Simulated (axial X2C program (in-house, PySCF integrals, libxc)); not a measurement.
SeP: relativistic diatomic calculation

System: SeP. The reference is closed-shell SeP⁻; the roots are the vertical energies to take an electron from it, which leaves states of SeP. The distance is the PBE0 minimum at charge −1.
Method: EOM-IP-CCSD, two-component X2C with atomic mean-field Coulomb and Gaunt terms, Se dyall-acv3z, P dyall-av3z (cores contracted) (axial X2C program (in-house, PySCF integrals, libxc)).

Summary:

| quantity | value |
| --- | --- |
| outcome | converged |
| HF energy of the reference SeP⁻ | −2768.87906 hartree |
| MP2 energy of the reference SeP⁻ | −2769.18072 hartree |
| CCSD energy of the reference SeP⁻ (with the MP2 share of the virtual spinors left out of the coupled-cluster step) | −2769.20899 hartree |
| CCSD(T) energy of the reference SeP⁻ | −2769.22974 hartree |
| T1 diagnostic (spinor form; for a closed shell √2 times the usual value) | 0.031 |
| hardware | 1 thread of Arm Neoverse V2, 24 GiB of memory available, shared host |
| wall time | 7.6 s |
| peak memory | 0.74 GiB |

The input:
```
{"zs": [34, 15], "q": 0, "bas": ["dyall-acv3z", "dyall-av3z"], "r0": 2.09, "eom": "ip", "rq": -1, "thr": -2.0, "nmax": 95, "grid": [1, 0.96, 1.045, 0.92, 1.09, 1.15]}
```

The line is the task of a batch: nuclear charges, charge, bases, a first guess of the distance and further settings. This report covers the levels named above. The log is that of the reference distance 2.146 Å.

Launched within a batch (the task file carries these settings):
```bash
python <driver script> task.json out
```

Log:
```
two-component X2C + atomic mean field  HF
basis functions 180  fitting functions 985  grid points 5080
iter        total energy     max residual
   1      -2761.696704092     6.77e+00
   2      -2768.811376146     6.59e-02
   3      -2768.865703782     3.58e-02
   4      -2768.878536805     3.41e-03
   5      -2768.878865135     1.37e-03
   6      -2768.878969194     7.62e-04
   7      -2768.879014272     6.63e-04
   8      -2768.879049214     2.19e-04
   9      -2768.879055856     5.68e-05
  10      -2768.879056076     3.19e-05
  11      -2768.879056135     5.32e-06
  12      -2768.879056137     1.64e-06
  13      -2768.879056137     4.70e-07
converged
one-electron -4113.07630004  Coulomb 1329.11171034  exact exchange -109.73121115  xc functional 0.00000000  nuclear repulsion 125.75972860  atomic mean-field constant -0.94298388
correlated 12  virtual 246  natural virtual 94  E(MP2) -0.301665536  MP2 remainder -0.012091068
iter   CCSD correlation   residual
   1     -0.303145827   1.63e-01
   2     -0.313366808   7.76e-02
   3     -0.317138466   4.49e-02
   4     -0.317499332   2.46e-02
   5     -0.317795522   1.28e-02
   6     -0.317832623   5.57e-03
   7     -0.317846937   2.11e-03
   8     -0.317857648   1.03e-03
   9     -0.317843796   4.61e-04
  10     -0.317847308   1.89e-04
  11     -0.317846088   6.85e-05
  12     -0.317847534   2.86e-05
  13     -0.317847495   1.21e-05
  14     -0.317847529   5.09e-06
  15     -0.317847590   2.41e-06
  16     -0.317847622   1.27e-06
  17     -0.317847646   6.56e-07
  18     -0.317847657   3.10e-07
(T) -0.02074964247795635  T1 0.0308  D1 0.0688  max T2 0.170
EOM-IP-CCSD roots
2*Omega      energy/Eh   energy/eV  one-particle weight
    1       0.05426940      1.4767      0.929
    1       0.16009965      4.3565      0.856
    1       0.18417221      5.0116      0.908
    1       0.23721820      6.4550      0.000
    3       0.13926006      3.7895      0.765
    3       0.16511302      4.4930      0.088
    3       0.25521245      6.9447      0.000
    5       0.22106650      6.0155      0.000
```

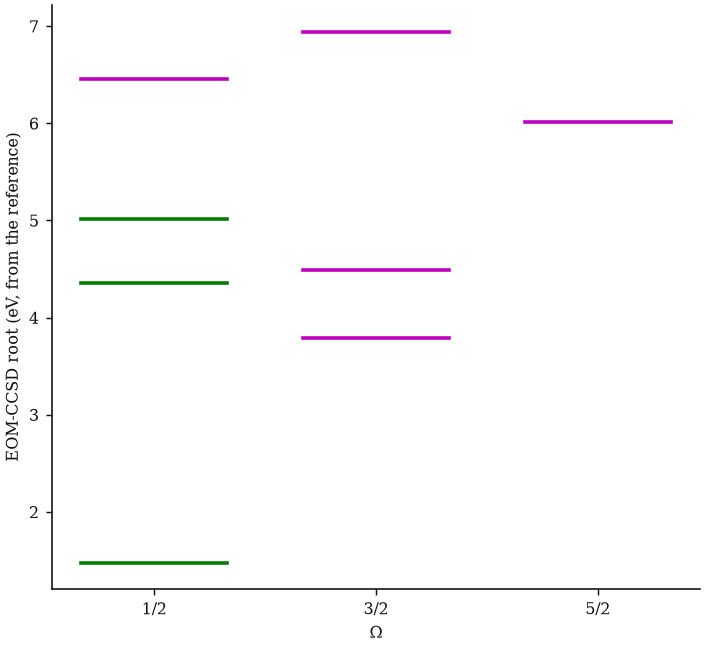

EOM-CCSD roots by Ω at 2.15 Å; roots whose one-particle weight is under 0.8 have the second colour. The lowest has Ω = 1/2 and lies at 1.477 eV, with one-particle weight 0.93. 5 of the 8 roots are less well described at this level.
